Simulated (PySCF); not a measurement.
# CH₈OSi₂: NMR shifts at several levels of theory

Aim: compute the NMR shifts of CH₈OSi₂ (`C[SiH2][SiH2]O`) at several levels, and see how far they spread and what each costs.

Computed with PySCF 2.14.0, with density-fitted response routines of our own, on a single molecule in the gas phase. Atoms are numbered from 0 throughout.

## (1) The starting structure

12 atoms, charge 0, multiplicity 1; geometry from: GFN2-xTB.

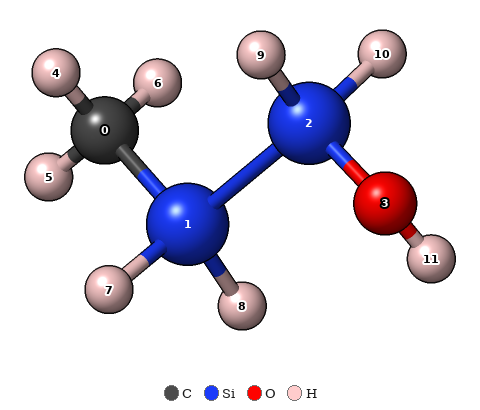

The starting geometry (carbon dark grey, silicon blue, oxygen red, hydrogen pink), atoms numbered.

## (2) Relaxing the molecule at PBE0-D3(BJ)/def2-SVP

What the job is given:

```
{"job": {"xc": "PBE0", "basis": "def2-SVP", "d3": "d3bj", "grid": 1, "kind": "geom"}, "charge": 0, "multiplicity": 1}
C      2.003586     0.260662     0.123916
Si     0.421755    -0.593457    -0.485114
Si    -1.443622     0.534190     0.271223
O     -2.811751    -0.230720    -0.182772
H      2.075786     1.275186    -0.257733
H      2.890987    -0.273870    -0.200758
H      2.033294     0.317133     1.208299
H      0.512252    -0.692248    -1.952303
H      0.480221    -1.997544    -0.024630
H     -1.693370     1.843111    -0.326688
H     -1.463241     0.686181     1.736337
H     -3.004698    -1.129308     0.064196
```

Output:

```text
step   0  E = -696.51341313  max force = 0.024006
step   1  E = -696.51963476  max force = 0.006639
step   2  E = -696.52040074  max force = 0.002396
step   3  E = -696.52043720  max force = 0.000752
step   4  E = -696.52044633  max force = 0.000237
optimisation converged
```

It took 17 s on 1 thread, shared host.

Along the way:

```
step  energy from step 0 (eV)  largest force component (eV/Å)
   0                   0.0000                          1.2344
   1                  -0.1693                          0.3414
   2                  -0.1901                          0.1232
   3                  -0.1911                          0.0387
   4                  -0.1914                          0.0122
```

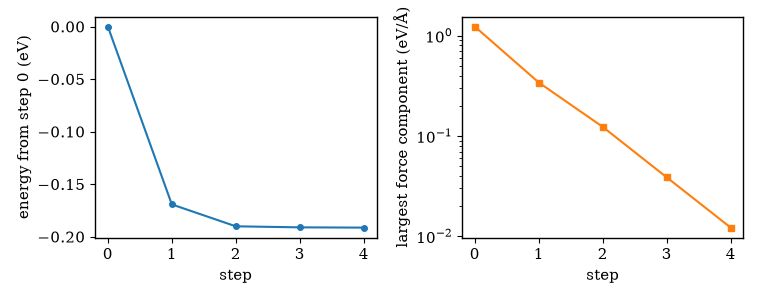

Energy and largest force along the relaxation.

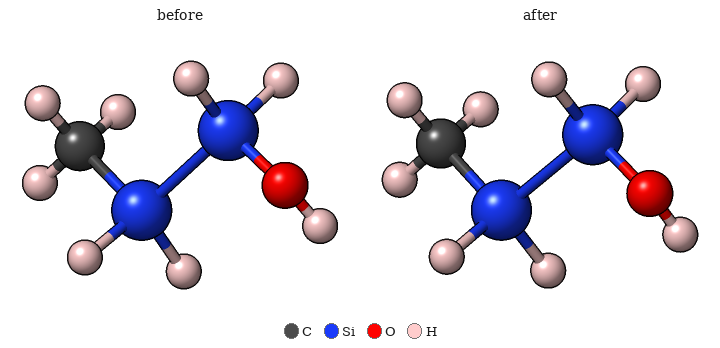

Before and after, at one scale.

Distances of close pairs at the start and the end, largest changes first:

```
   bond  before (Å)  after (Å)  change (Å)
Si1–Si2       2.307      2.351      +0.044
 Si2–O3       1.632      1.674      +0.043
 Si2–H9       1.461      1.492      +0.031
Si2–H10       1.473      1.503      +0.030
 Si1–H7       1.473      1.498      +0.025
 Si1–H8       1.479      1.501      +0.022
  C0–H5       1.086      1.101      +0.015
  C0–H6       1.086      1.101      +0.014
```

The next job starts from the end point, and lists it.

```
                         at the end point                 value
  point group (found at 0.08 Å tolerance)                    C1
rotational constants (GHz, main isotopes)  10.623, 1.924, 1.718
                        dipole moment (D)                  1.56
```

## (3) Nuclear shieldings: PBE0/cc-pVDZ

What the job is given:

```
{"job": {"kind": "nmr", "xc": "PBE0", "basis": "cc-pVDZ", "pop": true}, "charge": 0, "multiplicity": 1}
C      2.095411     0.494337     0.012107
Si     0.554921    -0.401943    -0.608647
Si    -1.410725     0.659398     0.124675
O     -2.785931    -0.164140    -0.359529
H      2.133538     1.522511    -0.378831
H      3.007110    -0.029183    -0.313709
H      2.103195     0.544600     1.111524
H      0.556821    -0.471491    -2.105254
H      0.546863    -1.815858    -0.104580
H     -1.529383     2.024884    -0.464110
H     -1.348739     0.806920     1.619031
H     -2.843559    -1.085535    -0.091234
```

Method: GIAO PBE0/cc-pVDZ NMR shielding, non-relativistic, gas phase.

Output:

```text
coarse grid: 10384 points
cycle   1  E = -696.6663293595  dE =  4.539e-02  |g| = 7.208e-01  |ddm| = 5.838e+00
cycle   2  E = -696.4971517107  dE =  1.692e-01  |g| = 1.160e+00  |ddm| = 2.438e+00
cycle   3  E = -696.7677736044  dE = -2.706e-01  |g| = 9.215e-02  |ddm| = 1.519e+00
cycle   4  E = -696.7693965946  dE = -1.623e-03  |g| = 4.352e-02  |ddm| = 2.150e-01
cycle   5  E = -696.7699067434  dE = -5.101e-04  |g| = 4.691e-03  |ddm| = 7.903e-02
cycle   6  E = -696.7699127973  dE = -6.054e-06  |g| = 8.175e-04  |ddm| = 1.140e-02
final grid: 89248 points
cycle   7  E = -696.7803257602  dE = -7.354e-06  |g| = 5.933e-03  |ddm| = 3.082e-02
cycle   8  E = -696.7803185046  dE =  7.256e-06  |g| = 8.197e-03  |ddm| = 2.129e-02
cycle   9  E = -696.7803342590  dE = -1.575e-05  |g| = 6.848e-04  |ddm| = 1.229e-02
cycle  10  E = -696.7803343560  dE = -9.697e-08  |g| = 8.482e-05  |ddm| = 1.040e-03
cycle  11  E = -696.7803343579  dE = -1.885e-09  |g| = 2.712e-05  |ddm| = 2.009e-04
cycle  12  E = -696.7803343581  dE = -2.607e-10  |g| = 2.542e-06  |ddm| = 6.302e-05
converged SCF energy = -696.7803343581

GIAO shielding tensors (ppm)
atom      isotropic    diamagn.    paramagn.     s11        s22        s33       span
  0 C      207.319     245.076     -37.756    201.006    207.787    213.165     12.158
  1 Si     482.238     884.473    -402.235    460.691    464.312    521.710     61.018
  2 Si     433.399     881.541    -448.142    371.693    412.220    516.285    144.592
  3 O      344.390     382.825     -38.435    291.411    342.096    399.663    108.252
  4 H       31.410      29.445       1.965     26.930     28.879     38.420     11.489
  5 H       30.982      28.006       2.977     26.409     27.979     38.559     12.149
  6 H       31.400      30.046       1.354     26.863     28.970     38.366     11.503
  7 H       27.465      30.332      -2.867     24.355     25.573     32.467      8.112
  8 H       27.569      31.076      -3.506     24.581     25.822     32.305      7.725
  9 H       26.093      29.378      -3.286     22.735     25.519     30.023      7.288
 10 H       25.935      30.145      -4.209     22.137     25.617     30.052      7.916
 11 H       32.073      31.410       0.663     23.568     28.134     44.518     20.950
```

Run time: 7.2 s. Hardware: 1 thread, shared host.

The references, computed at this level on geometries of the same kind, shield at (ppm): ¹H TMS 31.29, ¹³C TMS 196.8, ²⁹Si TMS 418.6, ¹⁷O H2O 343.3. Their shielding less the atom's gives the shift. The references are single molecules in the gas phase, so shifts against H2O, NH3, PH3, H3PO4 or CFCl3 are not on the usual liquid scales and can be off by tens of ppm. Atoms listed in one row are averaged.

```
     atoms                               environment  σ (ppm)  δ (ppm)
        C0                methyl carbon bonded to Si    207.3    -10.6
   H9, H10     hydrogen on a silicon bonded to O, Si    26.01     5.28
    H7, H8     hydrogen on a silicon bonded to C, Si    27.52     3.77
H4, H5, H6  hydrogen on a methyl carbon bonded to Si    31.26     0.03
       H11        hydrogen on an oxygen bonded to Si    32.07    -0.78
       Si2              silicon bonded to O, Si, 2 H    433.4    -14.8
       Si1              silicon bonded to C, Si, 2 H    482.2    -63.6
        O3                    oxygen bonded to Si, H    344.4     -1.1
```

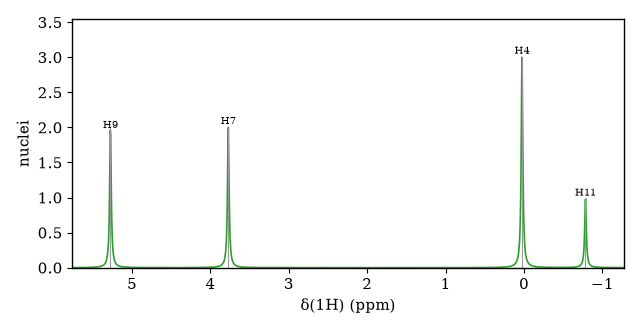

¹H lines at the computed shifts, without couplings. Lines are broadened to a width of 0.02 ppm (Lorentzian).

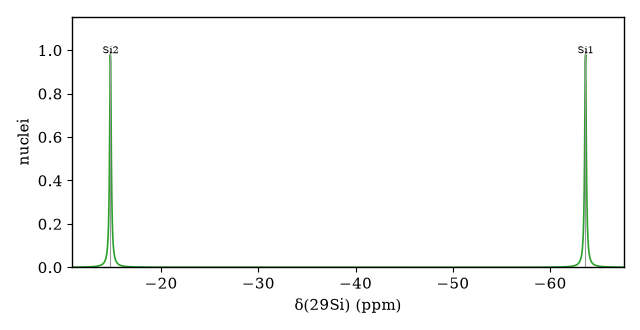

²⁹Si lines at the computed shifts, without couplings. Lines are broadened to a width of 0.20 ppm (Lorentzian).

Charges from the same density, by scheme (e):

```
atoms  Mulliken    IAO  Hirshfeld  ESP fit
   C0     -0.27  -0.69      -0.20    -0.43
  Si1      0.09   0.41       0.23     0.24
  Si2      0.38   0.69       0.29     0.36
   O3     -0.36  -0.77      -0.30    -0.57
```

ESP fit charges:

```
atom  value (e)
  C0      -0.43
 Si1       0.24
 Si2       0.36
  O3      -0.57
  H4       0.11
  H5       0.13
  H6       0.11
  H7      -0.09
  H8      -0.10
  H9      -0.06
 H10      -0.10
 H11       0.39
```

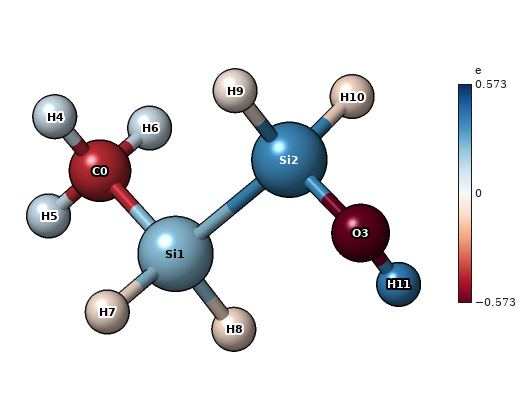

ESP fit charges, as colours on the atoms.

Mayer bond orders: C0–Si1 1.05, Si1–Si2 0.96, Si2–O3 1.16.

## (4) Nuclear shieldings: PBE0/cc-pVTZ

The job, as its differences from that of step 3:

```diff
@@ -1,2 +1,2 @@
-{"job": {"kind": "nmr", "xc": "PBE0", "basis": "cc-pVDZ", "pop": true}, "charge": 0, "multiplicity": 1}
+{"job": {"kind": "nmr", "xc": "PBE0", "basis": "cc-pVTZ", "pop": true}, "charge": 0, "multiplicity": 1}
 C      2.095411     0.494337     0.012107
```

Level: GIAO PBE0/cc-pVTZ NMR shielding, non-relativistic, gas phase.

Output:

```text
coarse grid: 10384 points
cycle   1  E = -696.7487771535  dE = -6.243e-03  |g| = 7.604e-01  |ddm| = 6.186e+00
cycle   2  E = -696.5613685375  dE =  1.874e-01  |g| = 1.245e+00  |ddm| = 2.356e+00
cycle   3  E = -696.8538478490  dE = -2.925e-01  |g| = 1.038e-01  |ddm| = 1.522e+00
cycle   4  E = -696.8557085499  dE = -1.861e-03  |g| = 4.929e-02  |ddm| = 2.147e-01
cycle   5  E = -696.8563131788  dE = -6.046e-04  |g| = 5.605e-03  |ddm| = 8.298e-02
cycle   6  E = -696.8563210089  dE = -7.830e-06  |g| = 1.167e-03  |ddm| = 1.095e-02
final grid: 89248 points
cycle   7  E = -696.8590836810  dE = -3.621e-05  |g| = 6.943e-03  |ddm| = 6.253e-02
cycle   8  E = -696.8590739809  dE =  9.700e-06  |g| = 9.728e-03  |ddm| = 2.302e-02
cycle   9  E = -696.8590936832  dE = -1.970e-05  |g| = 8.968e-04  |ddm| = 1.327e-02
cycle  10  E = -696.8590938238  dE = -1.406e-07  |g| = 2.227e-04  |ddm| = 1.348e-03
cycle  11  E = -696.8590938351  dE = -1.127e-08  |g| = 4.723e-05  |ddm| = 3.903e-04
cycle  12  E = -696.8590938357  dE = -6.548e-10  |g| = 8.023e-06  |ddm| = 8.794e-05
converged SCF energy = -696.8590938357

GIAO shielding tensors (ppm)
atom      isotropic    diamagn.    paramagn.     s11        s22        s33       span
  0 C      199.009     242.450     -43.441    192.462    199.370    205.196     12.734
  1 Si     433.580     888.244    -454.664    409.701    414.508    476.531     66.831
  2 Si     377.437     884.679    -507.242    311.234    345.451    475.627    164.393
  3 O      331.357     374.392     -43.035    287.443    326.098    380.529     93.086
  4 H       31.312      29.405       1.907     26.815     28.825     38.298     11.483
  5 H       30.907      28.472       2.435     26.357     27.917     38.449     12.092
  6 H       31.281      29.798       1.483     26.743     28.875     38.224     11.481
  7 H       27.329      30.258      -2.929     24.449     25.643     31.896      7.448
  8 H       27.407      30.949      -3.542     24.596     25.878     31.748      7.152
  9 H       25.990      28.705      -2.715     22.874     25.591     29.504      6.630
 10 H       25.761      29.793      -4.031     22.224     25.510     29.550      7.326
 11 H       31.623      31.575       0.049     23.191     27.382     44.296     21.105
```

It took 22 s on 1 thread, shared host.

In short: δ C0 -11.7, Si2 -17.4, Si1 -73.6, O3 3.5, H9 5.42, H7 3.92 ppm (means over like atoms).

## (5) NMR shieldings: PBE0/aug-cc-pVDZ

The job, as its differences from that of step 4:

```diff
@@ -1,2 +1,2 @@
-{"job": {"kind": "nmr", "xc": "PBE0", "basis": "cc-pVTZ", "pop": true}, "charge": 0, "multiplicity": 1}
+{"job": {"kind": "nmr", "xc": "PBE0", "basis": "aug-cc-pVDZ", "pop": true}, "charge": 0, "multiplicity": 1}
 C      2.095411     0.494337     0.012107
```

Level: GIAO PBE0/aug-cc-pVDZ NMR shielding, non-relativistic, gas phase.

Output:

```text
coarse grid: 10384 points
cycle   1  E = -696.6864741939  dE =  3.105e-02  |g| = 7.061e-01  |ddm| = 6.931e+00
cycle   2  E = -696.5012590026  dE =  1.852e-01  |g| = 1.186e+00  |ddm| = 2.478e+00
cycle   3  E = -696.7845938865  dE = -2.833e-01  |g| = 9.808e-02  |ddm| = 1.539e+00
cycle   4  E = -696.7864377590  dE = -1.844e-03  |g| = 4.417e-02  |ddm| = 2.410e-01
cycle   5  E = -696.7869645269  dE = -5.268e-04  |g| = 4.266e-03  |ddm| = 8.575e-02
cycle   6  E = -696.7869696479  dE = -5.121e-06  |g| = 6.898e-04  |ddm| = 1.035e-02
final grid: 89248 points
cycle   7  E = -696.7974650730  dE = -9.494e-06  |g| = 6.077e-03  |ddm| = 8.944e-02
cycle   8  E = -696.7974565516  dE =  8.521e-06  |g| = 8.672e-03  |ddm| = 2.413e-02
cycle   9  E = -696.7974738523  dE = -1.730e-05  |g| = 8.153e-04  |ddm| = 1.317e-02
cycle  10  E = -696.7974739897  dE = -1.374e-07  |g| = 8.774e-05  |ddm| = 1.278e-03
cycle  11  E = -696.7974739918  dE = -2.051e-09  |g| = 3.355e-05  |ddm| = 2.865e-04
cycle  12  E = -696.7974739922  dE = -3.980e-10  |g| = 3.536e-06  |ddm| = 9.612e-05
converged SCF energy = -696.7974739922

GIAO shielding tensors (ppm)
atom      isotropic    diamagn.    paramagn.     s11        s22        s33       span
  0 C      206.501     197.379       9.122    201.208    206.700    211.595     10.386
  1 Si     482.895     886.929    -404.035    457.575    466.503    524.606     67.031
  2 Si     427.984     884.653    -456.669    358.645    403.035    522.271    163.626
  3 O      334.693     384.236     -49.543    292.317    327.085    384.677     92.360
  4 H       31.373      28.387       2.986     26.874     28.940     38.306     11.432
  5 H       30.944      32.947      -2.003     26.417     27.936     38.479     12.062
  6 H       31.335      26.888       4.447     26.816     28.977     38.212     11.397
  7 H       27.321      26.554       0.767     24.339     25.573     32.051      7.712
  8 H       27.405      27.457      -0.052     24.451     25.825     31.939      7.488
  9 H       26.017      26.852      -0.834     22.691     25.622     29.739      7.048
 10 H       25.750      27.537      -1.787     22.045     25.450     29.754      7.709
 11 H       32.165      34.852      -2.687     23.764     28.133     44.596     20.832
```

Wall time 14 s (1 thread, shared host).

This run: δ C0 -11.4, Si2 -11.3, Si1 -66.2, O3 1.2, H9 5.51, H7 4.03 ppm (means over like atoms).

## (6) NMR shieldings: PBE0/IGLO-III

The job, as its differences from that of step 5:

```diff
@@ -1,2 +1,2 @@
-{"job": {"kind": "nmr", "xc": "PBE0", "basis": "aug-cc-pVDZ", "pop": true}, "charge": 0, "multiplicity": 1}
+{"job": {"kind": "nmr", "xc": "PBE0", "basis": "IGLO-III", "pop": true}, "charge": 0, "multiplicity": 1}
 C      2.095411     0.494337     0.012107
```

Level: GIAO PBE0/IGLO-III NMR shielding, non-relativistic, gas phase.

Output:

```text
coarse grid: 10384 points
cycle   1  E = -696.7469444817  dE = -3.996e-02  |g| = 7.747e-01  |ddm| = 2.274e+00
cycle   2  E = -696.5502397471  dE =  1.967e-01  |g| = 1.270e+00  |ddm| = 8.879e-01
cycle   3  E = -696.8526281665  dE = -3.024e-01  |g| = 1.137e-01  |ddm| = 6.257e-01
cycle   4  E = -696.8547224687  dE = -2.094e-03  |g| = 5.285e-02  |ddm| = 8.024e-02
cycle   5  E = -696.8554052126  dE = -6.827e-04  |g| = 6.657e-03  |ddm| = 3.239e-02
cycle   6  E = -696.8554145401  dE = -9.328e-06  |g| = 9.438e-04  |ddm| = 4.569e-03
final grid: 89248 points
cycle   7  E = -696.8635530140  dE = -6.718e-05  |g| = 6.646e-03  |ddm| = 3.229e-02
cycle   8  E = -696.8635451024  dE =  7.912e-06  |g| = 8.835e-03  |ddm| = 7.811e-03
cycle   9  E = -696.8635614847  dE = -1.638e-05  |g| = 1.016e-03  |ddm| = 4.383e-03
cycle  10  E = -696.8635616212  dE = -1.364e-07  |g| = 4.250e-04  |ddm| = 5.508e-04
cycle  11  E = -696.8635616588  dE = -3.759e-08  |g| = 6.150e-05  |ddm| = 2.365e-04
cycle  12  E = -696.8635616595  dE = -7.656e-10  |g| = 7.978e-06  |ddm| = 3.809e-05
converged SCF energy = -696.8635616595

GIAO shielding tensors (ppm)
atom      isotropic    diamagn.    paramagn.     s11        s22        s33       span
  0 C      195.857     249.456     -53.600    189.501    196.005    202.065     12.564
  1 Si     420.314     890.586    -470.272    397.059    399.557    464.328     67.269
  2 Si     365.231     888.306    -523.075    294.310    337.742    463.642    169.332
  3 O      323.046     382.011     -58.965    281.874    315.180    372.084     90.211
  4 H       31.381      28.774       2.608     26.908     28.976     38.260     11.352
  5 H       30.997      27.597       3.400     26.496     28.069     38.427     11.932
  6 H       31.352      29.399       1.954     26.867     29.016     38.174     11.307
  7 H       27.280      30.060      -2.780     24.477     25.681     31.681      7.204
  8 H       27.356      30.725      -3.369     24.596     25.917     31.555      6.959
  9 H       25.978      29.446      -3.469     22.912     25.659     29.363      6.451
 10 H       25.724      30.124      -4.400     22.279     25.497     29.395      7.116
 11 H       31.842      32.514      -0.671     23.555     27.835     44.137     20.582
```

Run time: 20 s. Hardware: 1 thread, shared host.

Key values: δ C0 -12.1, Si2 -19.9, Si1 -75.0, O3 4.1, H9 5.52, H7 4.06 ppm (means over like atoms).

## (7) Shielding tensors: PBE0/pcSseg-0

The job, as its differences from that of step 6:

```diff
@@ -1,2 +1,2 @@
-{"job": {"kind": "nmr", "xc": "PBE0", "basis": "IGLO-III", "pop": true}, "charge": 0, "multiplicity": 1}
+{"job": {"kind": "nmr", "xc": "PBE0", "basis": "pcSseg-0", "pop": true}, "charge": 0, "multiplicity": 1}
 C      2.095411     0.494337     0.012107
```

With the program's defaults for keys left out, this is: GIAO PBE0/pcSseg-0 NMR shielding, non-relativistic, gas phase.

Output:

```text
coarse grid: 10384 points
cycle   1  E = -695.6588414557  dE = -1.563e-02  |g| = 6.903e-01  |ddm| = 3.128e+00
cycle   2  E = -695.5069520379  dE =  1.519e-01  |g| = 1.112e+00  |ddm| = 2.012e+00
cycle   3  E = -695.7508495288  dE = -2.439e-01  |g| = 8.764e-02  |ddm| = 1.467e+00
cycle   4  E = -695.7523372649  dE = -1.488e-03  |g| = 4.503e-02  |ddm| = 1.660e-01
cycle   5  E = -695.7528594918  dE = -5.222e-04  |g| = 4.130e-03  |ddm| = 4.914e-02
cycle   6  E = -695.7528646666  dE = -5.175e-06  |g| = 9.971e-04  |ddm| = 7.897e-03
final grid: 89248 points
cycle   7  E = -695.8000729031  dE = -1.295e-05  |g| = 3.685e-03  |ddm| = 1.408e-02
cycle   8  E = -695.8000713496  dE =  1.553e-06  |g| = 4.493e-03  |ddm| = 8.813e-03
cycle   9  E = -695.8000764195  dE = -5.070e-06  |g| = 3.838e-04  |ddm| = 5.025e-03
cycle  10  E = -695.8000764472  dE = -2.775e-08  |g| = 1.236e-04  |ddm| = 5.446e-04
cycle  11  E = -695.8000764499  dE = -2.727e-09  |g| = 3.749e-05  |ddm| = 1.660e-04
cycle  12  E = -695.8000764503  dE = -3.424e-10  |g| = 2.755e-06  |ddm| = 4.689e-05
converged SCF energy = -695.8000764503

GIAO shielding tensors (ppm)
atom      isotropic    diamagn.    paramagn.     s11        s22        s33       span
  0 C      207.225     257.128     -49.903    199.332    208.834    213.508     14.176
  1 Si     468.873     881.219    -412.346    430.188    442.690    533.740    103.553
  2 Si     392.775     877.164    -484.390    304.171    355.163    518.990    214.819
  3 O      371.030     392.390     -21.360    255.265    391.734    466.092    210.826
  4 H       32.965      30.783       2.182     27.745     30.587     40.563     12.818
  5 H       32.565      30.362       2.203     27.153     29.468     41.075     13.922
  6 H       32.982      30.784       2.199     27.720     30.769     40.458     12.738
  7 H       28.949      29.891      -0.942     24.929     27.435     34.481      9.552
  8 H       29.152      29.975      -0.823     25.347     27.771     34.337      8.991
  9 H       27.051      29.037      -1.986     22.838     26.414     31.902      9.065
 10 H       26.945      29.055      -2.110     22.147     26.687     32.001      9.854
 11 H       34.415      30.137       4.278     25.699     30.783     46.761     21.062
```

Run time: 3.8 s. Hardware: 1 thread, shared host.

This run: δ C0 -13.7, Si2 -44.3, Si1 -120.4, O3 -33.2, H9 5.83, H7 3.78 ppm (means over like atoms).

## (8) Comparing the runs: NMR shifts

Shifts (ppm) of some atoms, chosen among heavy atoms and hydrogens apart, means over like atoms, with basis size and wall time:

```
             run     C0    H9    H7    H11    Si2     Si1     O3  functions   time
    PBE0/cc-pVDZ  -10.6  5.28  3.77  -0.78  -14.8   -63.6   -1.1        104  7.2 s
    PBE0/cc-pVTZ  -11.7  5.42  3.92  -0.33  -17.4   -73.6    3.5        240   22 s
PBE0/aug-cc-pVDZ  -11.4  5.51  4.03  -0.77  -11.3   -66.2    1.2        172   14 s
   PBE0/IGLO-III  -12.1  5.52  4.06  -0.47  -19.9   -75.0    4.1        238   20 s
   PBE0/pcSseg-0  -13.7  5.83  3.78  -1.58  -44.3  -120.4  -33.2         60  3.8 s
```

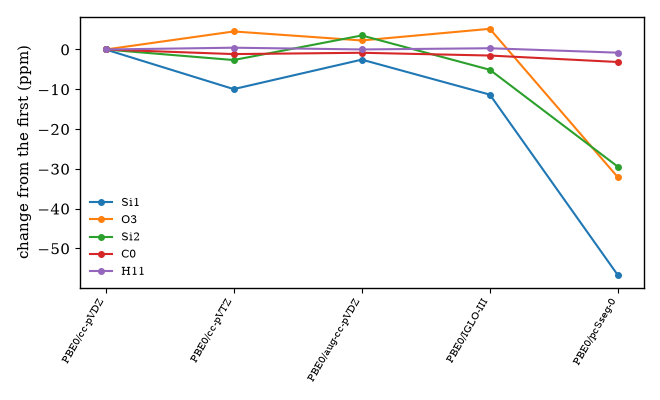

How five of the tabulated atoms move from run to run.

## (9) Results

```
                                                             quantity                        value
                                                          point group                           C1
                                 rotational constants (main isotopes)        10.62, 1.92, 1.72 GHz
                                ¹³C shifts against TMS (PBE0/cc-pVDZ)                    -10.6 ppm
¹H shifts against TMS (PBE0/cc-pVDZ, means over atoms taken as alike)  5.28, 3.77, 0.03, -0.78 ppm
                               ²⁹Si shifts against TMS (PBE0/cc-pVDZ)             -14.8, -63.6 ppm
                                ¹⁷O shifts against H2O (PBE0/cc-pVDZ)                     -1.1 ppm
                                            range of the shift of Si1          -120.4 to -63.6 ppm
```

In words: Single values in the summary come from the first run of each kind that ended normally (PBE0/cc-pVDZ), which need not be the best level. Relaxing lowered the energy by 0.191 eV in 4 steps; the close pair that moved most is Si1–Si2, from 2.307 to 2.351 Å. No frequency check was run at this level, so the end point may be a saddle. At PBE0/cc-pVDZ: Shielding is most anisotropic at Si2 (span 145 ppm, paramagnetic term -448 ppm). In ppm, Si1 moves most: its shift spreads over 56.7 ppm, from -120.4 (PBE0/pcSseg-0) to -63.6 (PBE0/cc-pVDZ). Most of that comes from the computed reference, not from the atom's own shielding.
